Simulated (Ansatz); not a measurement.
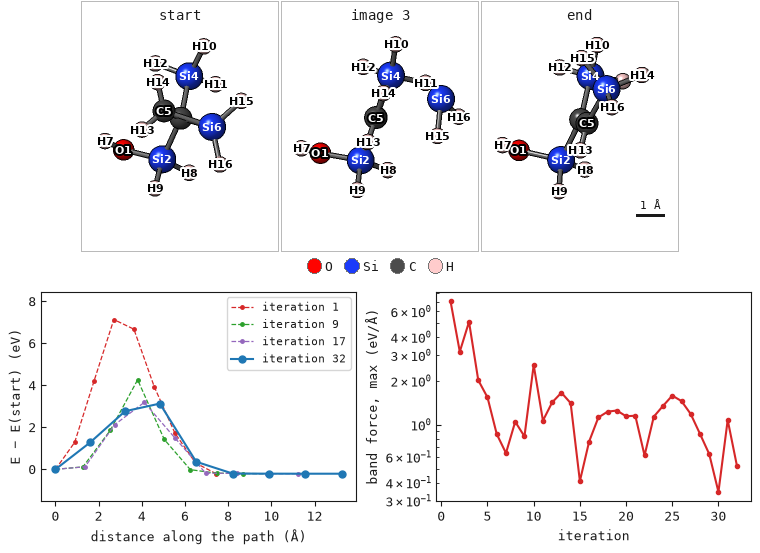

A nudged-elastic-band calculation for C₂H₁₀OSi₃. Images are numbered from 0 (start) to 8 (end). The plot follows the band through its iterations. The picture is a ball-and-stick view, seen from a free direction.

The calculation used Ansatz, RKS revPBE/STO-3G. Set-up: 7 movable images; climbing image; force threshold 0.05 eV/Å; iteration limit 32; starting path by straight interpolation.

### Did the band converge, and can the barrier be trusted?

The result isn't final. The band hadn't converged when the run stopped after 32 iterations. The largest component of the band force went from 7 to 0.52 eV/Å. The barrier read from it is provisional, though the highest image hardly moved in the last two iterations. The straight starting path can push atoms close together and costs iterations. The first iteration put the highest image at 7.14 eV. Forward barrier 3.13 eV, backward barrier 3.34 eV, with image 3 at the top; the reaction energy is −0.21 eV.

Limits of the set-up: STO-3G is a minimal basis, so the numbers are rough.

Cost: 16 min on 1 thread of Arm Neoverse V1 (shared host), peak memory 0.11 GiB.
